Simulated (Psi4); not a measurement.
# [P2H3]− (SMILES [PH-]P): levels of theory compared

Aim: a comparison of 6 runs (HF/3-21G, B3LYP/6-31G*, PBE0/cc-pVDZ, TPSS0-D3(0)/heavy-aug-cc-pVTZ, TPSS0/heavy-aug-cc-pVTZ, CCSD/DZ) of [P2H3]−. 

Program for the calculation: Psi4 1.11.

3 further runs of the same task are left out: 1 that didn't finish, 2 set aside as unsound or not needed.

### 1 The structure to begin with

[P2H3]−: 5 atoms, total charge -1, spin state singlet. As SMILES, `[PH-]P`. The shape is that of a GFN2-xTB optimisation. This is one conformer, not always the lowest.

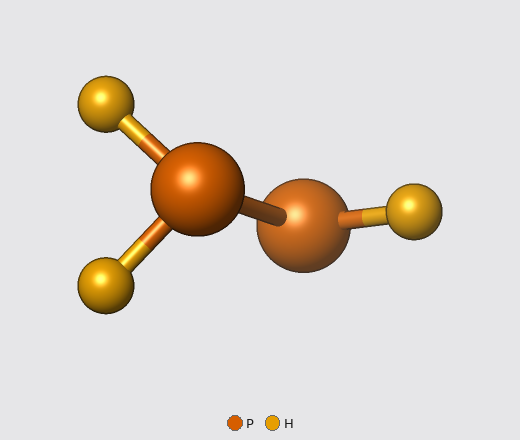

The structure, seen from a chosen angle (phosphorus orange, hydrogen amber).

### 2 Energy and forces at HF/3-21G (run 1)

Contents of h3p2.xyz:

```xyz
5
H3P2
P      0.790170    -1.109400     0.143810
P     -0.477530     0.546260     0.076070
H      0.279530    -1.462550     1.364400
H     -0.983870     0.470170    -1.228180
H      0.391690     1.555520    -0.356110
```

Contents of job.py:

```python
import psi4

psi4.set_memory('1600 MB')
psi4.set_num_threads(1)
psi4.core.set_output_file('output.dat', False)

with open('h3p2.xyz') as f:
    atoms = ''.join(f.readlines()[2:])
geom = psi4.geometry('-1 1\n' + atoms + 'symmetry c1')

psi4.set_options(dict(basis='3-21G', puream=True, e_convergence=1e-09, d_convergence=1e-08, scf_type='pk'))

e, wfn = psi4.gradient("hf", return_wfn=True)
psi4.oeprop(wfn, "WIBERG_LOWDIN_INDICES", "MULLIKEN_CHARGES", "MAYER_INDICES")
print('gradient / Eh bohr^-1')
print(e.np.round(6))
print(f'energy = {wfn.energy():.10f} Eh')
```

Run with:

```bash
python job.py
```

output.dat:

```text
[...]
  Running in c1 symmetry.
[...]
  Nuclear repulsion =   83.733879812467507
[...]
  Multiplicity = 1
[...]
  Nalpha       = 17
  Nbeta        = 17
[...]
    Number of basis functions: 32
[...]
   @RHF iter   1:  -679.62177771833228   -2.70786e-01   8.24353e-03 ADIIS/DIIS
[...]
   @RHF iter  10:  -679.68544427921859   -3.97904e-12   6.18675e-09 DIIS
[...]
    Orbital Energies [Eh]
    ---------------------
    Doubly Occupied:
       1A    -79.169851     2A    -79.092755     3A     -7.246929
       4A     -7.167828     5A     -5.131889     6A     -5.130445
       7A     -5.128400     8A     -5.053626     9A     -5.051584
      10A     -5.048119    11A     -0.705090    12A     -0.530603
      13A     -0.324073    14A     -0.247476    15A     -0.234299
      16A     -0.111680    17A     -0.055251
[...]
  @RHF Final Energy:  -679.68544427921859
   => Energetics <=
    Nuclear Repulsion Energy =             83.7338798124675066
    One-Electron Energy =               -1115.9788493860603467
    Two-Electron Energy =                 352.5595252943744526
    Total Energy =                       -679.6854442792184727
[...]
 Multipole Moments:
 ------------------------------------------------------------------------------------
     Multipole            Electronic (a.u.)      Nuclear  (a.u.)        Total (a.u.)
 ------------------------------------------------------------------------------------
 L = 1.  Multiply by 2.5417464519 to convert [e a0] to [Debye]
 Dipole X            :          0.2038229           -0.7209475           -0.5171246
 Dipole Y            :         -0.5909597            1.2985836            0.7076239
 Dipole Z            :          0.4369989           -0.5070458           -0.0700468
 Magnitude           :                                                    0.8792360
[...]
  -Total Gradient:
     Atom            X                  Y                   Z
    ------   -----------------  -----------------  -----------------
       1       -0.053601533016     0.054480326963     0.016072298090
       2        0.041017320091    -0.054318547278     0.003463713539
       3        0.006365962953     0.017168132750    -0.030883760610
       4        0.014573816248     0.000423439605     0.012855841545
       5       -0.008355566276    -0.017753352044    -0.001508092564
[...]
  Mulliken Charges: (a.u.)
   Center  Symbol    Alpha    Beta     Spin     Total
       1     P     7.73729  7.73729  0.00000 -0.47459
       2     P     7.57856  7.57856  0.00000 -0.15712
       3     H     0.57439  0.57439  0.00000 -0.14879
       4     H     0.55500  0.55500  0.00000 -0.11000
       5     H     0.55475  0.55475  0.00000 -0.10950
   Total alpha = 17.00000, Total beta = 17.00000, Total charge = -1.00000
  Mayer Bond Indices:
[...]
```

On the terminal:

```text
gradient / Eh bohr^-1
[[-0.053602  0.05448   0.016072]
 [ 0.041017 -0.054319  0.003464]
 [ 0.006366  0.017168 -0.030884]
 [ 0.014574  0.000423  0.012856]
 [-0.008356 -0.017753 -0.001508]]
energy = -679.6854442792 Eh
```

Run time: 1.6 s. Hardware: 1 thread of Intel Xeon at 2.80GHz (Skylake/Cascade Lake), shared host; peak memory 0.18 GiB.

### 3 A single-point energy at B3LYP/6-31G(d) (spherical functions) (run 2)

Contents of run.py:

```python
import psi4

psi4.set_memory(1600000000)
psi4.set_num_threads(1)
psi4.core.set_output_file('run.log', False)

geom = psi4.geometry("""
-1 1
P      0.790170    -1.109400     0.143810
P     -0.477530     0.546260     0.076070
H      0.279530    -1.462550     1.364400
H     -0.983870     0.470170    -1.228180
H      0.391690     1.555520    -0.356110
units angstrom
symmetry c1
no_reorient
no_com
""")

psi4.set_options({
    'basis': '6-31G*',
    'reference': 'rks',
    'puream': True,
    'e_convergence': 1e-09,
    'd_convergence': 1e-08,
    'scf_type': 'pk',
    'dft_radial_points': 99,
    'dft_spherical_points': 590,
})

e = psi4.energy("B3LYP")
print(f'B3LYP energy: {e:.10f} Eh')
```

Run with:

```bash
python run.py
```

run.log:

```text
[...]
  Running in c1 symmetry.
[...]
  Nuclear repulsion =   83.733879812467507
[...]
  Multiplicity = 1
[...]
  Nalpha       = 17
  Nbeta        = 17
[...]
    Number of basis functions: 42
[...]
   @RKS iter   1:  -684.33700118366960   -9.57181e-02   1.00683e-02 ADIIS/DIIS
[...]
   @RKS iter  11:  -684.49456078673052   -3.41061e-13   1.41086e-09 DIIS
[...]
    Orbital Energies [Eh]
    ---------------------
    Doubly Occupied:
       1A    -76.847480     2A    -76.785064     3A     -6.335546
       4A     -6.274122     5A     -4.497113     6A     -4.496126
       7A     -4.492737     8A     -4.437117     9A     -4.434455
      10A     -4.429779    11A     -0.461063    12A     -0.332496
      13A     -0.181879    14A     -0.127125    15A     -0.110656
      16A     -0.015537    17A      0.039983
[...]
  @RKS Final Energy:  -684.49456078673052
   => Energetics <=
    Nuclear Repulsion Energy =             83.7338798124675066
    One-Electron Energy =               -1120.5348535443399669
    Two-Electron Energy =                 390.9184629442228243
    DFT Exchange-Correlation Energy =     -38.6120499990807886
    Empirical Dispersion Energy =           0.0000000000000000
    VV10 Nonlocal Energy =                  0.0000000000000000
    Total Energy =                       -684.4945607867305171
[...]
 Multipole Moments:
 ------------------------------------------------------------------------------------
     Multipole            Electronic (a.u.)      Nuclear  (a.u.)        Total (a.u.)
 ------------------------------------------------------------------------------------
 L = 1.  Multiply by 2.5417464519 to convert [e a0] to [Debye]
 Dipole X            :         -9.0023749            8.2712368           -0.7311381
 Dipole Y            :         16.0303140          -14.8985252            1.1317888
 Dipole Z            :         -6.0877319            5.8171628           -0.2705691
 Magnitude           :                                                    1.3743058
[...]
```

Standard output:

```text
B3LYP energy: -684.4945607867 Eh
```

Wall time 6.9 s (1 thread of Intel Xeon at 2.80GHz (Skylake/Cascade Lake), shared host); peak memory 0.53 GiB.

Runs 3 to 5 aren't shown in full; the table further down has their settings and results.

### 4 A single-point energy at CCSD/DZ (Cartesian functions) (run 6)

Contents of h3p2.sdf:

```

     RDKit          3D

  5  4  0  0  0  0  0  0  0  0999 V2000
    0.7902   -1.1094    0.1438 P   0  0  0  0  0  0  0  0  0  0  0  0
   -0.4775    0.5463    0.0761 P   0  0  0  0  0  0  0  0  0  0  0  0
    0.2795   -1.4626    1.3644 H   0  0  0  0  0  0  0  0  0  0  0  0
   -0.9839    0.4702   -1.2282 H   0  0  0  0  0  0  0  0  0  0  0  0
    0.3917    1.5555   -0.3561 H   0  0  0  0  0  0  0  0  0  0  0  0
  2  1  1  0
  3  1  1  0
  4  2  1  0
  5  2  1  0
M  CHG  1   1  -1
M  END
$$$$
```

Contents of calc.py:

```python
import psi4
from rdkit import Chem

psi4.set_memory('1600 MB')
psi4.set_num_threads(1)
psi4.core.set_output_file('h3p2.out', False)

rd = Chem.SDMolSupplier('h3p2.sdf', removeHs=False, sanitize=False)[0]
xyz = rd.GetConformer().GetPositions()
atoms = '\n'.join(f'{a.GetSymbol()} {x:.4f} {y:.4f} {z:.4f}' for a, (x, y, z) in zip(rd.GetAtoms(), xyz))
m = psi4.geometry('-1 1\n' + atoms + '')

psi4.set_options(dict(basis='DZ', reference='rhf', scf_type='direct', freeze_core=True))

e_tot, wfn = psi4.energy("ccsd", return_wfn=True)
print(f'total energy {e_tot:.8f} hartree = {e_tot * 27.211386:.5f} eV')
for k, v in sorted(psi4.core.scalar_variables().items()):
    print(f'{k:45s} {v:18.10f}')
```

Run with:

```bash
python calc.py
```

h3p2.out:

```text
[...]
  Running in c1 symmetry.
[...]
  Nuclear repulsion =   83.732684847909667
[...]
  Multiplicity = 1
[...]
  Nalpha       = 17
  Nbeta        = 17
[...]
    Number of basis functions: 42
[...]
   @DF-RHF iter   1:  -682.99816768507526   -3.07538e-01   7.56478e-03 DIIS/ADIIS
[...]
   @RHF iter  15:  -683.06478428558739   -3.18323e-12   7.26628e-09 DIIS
[...]
    Orbital Energies [Eh]
    ---------------------
    Doubly Occupied:
       1A    -79.742608     2A    -79.662163     3A     -7.292802
       4A     -7.211762     5A     -5.185481     6A     -5.184175
       7A     -5.182450     8A     -5.104815     9A     -5.103053
      10A     -5.100076    11A     -0.704218    12A     -0.529653
      13A     -0.322346    14A     -0.245145    15A     -0.232502
      16A     -0.109592    17A     -0.052688
[...]
  @RHF Final Energy:  -683.06478428558739
   => Energetics <=
    Nuclear Repulsion Energy =             83.7326848479096668
    One-Electron Energy =               -1119.6638785814882340
    Two-Electron Energy =                 352.8664094479910887
    Total Energy =                       -683.0647842855873932
[...]
 Multipole Moments:
 ------------------------------------------------------------------------------------
     Multipole            Electronic (a.u.)      Nuclear  (a.u.)        Total (a.u.)
 ------------------------------------------------------------------------------------
 L = 1.  Multiply by 2.5417464519 to convert [e a0] to [Debye]
 Dipole X            :          0.1995306           -0.7210766           -0.5215460
 Dipole Y            :         -0.5885294            1.2984914            0.7099620
 Dipole Z            :          0.4414361           -0.5070827           -0.0656466
 Magnitude           :                                                    0.8833831
[...]
      * MP2 total energy                      = -683.180853416452010
[...]
      * CCSD total energy                     = -683.208170254860192
```

Standard output:

```text
total energy -683.20817025 hartree = -18591.04124 eV
CC D1 DIAGNOSTIC                                    0.0289145239
CC D2 DIAGNOSTIC                                    0.1336419538
CC NEW D1 DIAGNOSTIC                                0.0289145239
CC T1 DIAGNOSTIC                                    0.0100765501
CCSD CORRELATION ENERGY                            -0.1433859693
CCSD DOUBLES ENERGY                                -0.1433859693
CCSD ITERATIONS                                    13.0000000000
CCSD OPPOSITE-SPIN CORRELATION ENERGY              -0.1245748815
CCSD SAME-SPIN CORRELATION ENERGY                  -0.0188110877
CCSD SINGLES ENERGY                                 0.0000000000
CCSD TOTAL ENERGY                                -683.2081702549
CURRENT CORRELATION ENERGY                         -0.1433859693
CURRENT ENERGY                                   -683.2081702549
CURRENT REFERENCE ENERGY                         -683.0647842856
DD SOLVATION ENERGY                                 0.0000000000
HF KINETIC ENERGY                                 683.6331129175
HF POTENTIAL ENERGY                             -1366.6978972031
HF TOTAL ENERGY                                  -683.0647842856
HF VIRIAL RATIO                                     1.9991686643
MP2 CORRELATION ENERGY                             -0.1160691309
MP2 DOUBLES ENERGY                                 -0.1160691309
MP2 OPPOSITE-SPIN CORRELATION ENERGY               -0.0969838772
MP2 SAME-SPIN CORRELATION ENERGY                   -0.0190852536
MP2 SINGLES ENERGY                                 -0.0000000000
MP2 TOTAL ENERGY                                 -683.1808534165
NUCLEAR REPULSION ENERGY                           83.7326848479
ONE-ELECTRON ENERGY                             -1119.6638785815
PCM POLARIZATION ENERGY                             0.0000000000
PE ENERGY                                           0.0000000000
SCF ITERATION ENERGY                             -683.0647842856
SCF ITERATIONS                                     15.0000000000
SCF TOTAL ENERGY                                 -683.0647842856
TWO-ELECTRON ENERGY                               352.8664094480
```

Run time: 3.3 s. Hardware: 1 thread of Intel Xeon at 2.80GHz (Skylake/Cascade Lake), shared host; peak memory 0.23 GiB.

### 5 All runs side by side

```csv
run,level,task,properties,energy (Eh),HOMO energy (eV),LUMO energy (eV),HOMO–LUMO gap (eV),wall time
1,HF/3-21G,gradient,"(wiberg, mulliken, mayer)",-679.685444,-1.50,10.29,11.79,1.6 s
2,B3LYP/6-31G* (spherical functions),energy,–,-684.494561,1.09,6.38,5.29,6.9 s
3,PBE0/cc-pVDZ,energy,"(dipole, lowdin, wiberg)",-684.237199,0.96,6.71,5.75,9.9 s
4,TPSS0-D3(0)/heavy-aug-cc-pVTZ (density fitting),energy,–,-684.586699,0.65,3.31,2.66,19 s
5,TPSS0/heavy-aug-cc-pVTZ (density fitting),energy,–,-684.586221,0.65,3.31,2.66,17 s
6,CCSD/DZ (Cartesian functions),energy,–,-683.208170,-1.43,10.32,11.76,3.3 s
```

### 6 Results

```
                                                    quantity          value
                                         run 6: total energy  -683.20817 Eh
                  run 6: HOMO energy (Hartree–Fock orbitals)       -1.43 eV
                  run 6: LUMO energy (Hartree–Fock orbitals)       10.32 eV
run 6: HOMO–LUMO gap (to an unbound level, set by the basis)       11.76 eV
         run 6: correlation energy (10 core orbitals frozen)     -143.4 mEh
                                        run 6: T1 diagnostic          0.010
```

Over runs 1, 2, 3, 4, 5 the HOMO–LUMO gap runs from 2.66 eV (TPSS0-D3(0)/heavy-aug-cc-pVTZ) to 11.79 eV (HF/3-21G). The two ends differ in method and basis. The empty levels of an anion lie above zero and hang on the basis. Totals of different functionals can't be ranked against each other. In runs 2, 3, 4, 5 the HOMO lies above zero, so the outermost electron may be held by the basis alone. All runs together took 58 s, the longest 19 s.
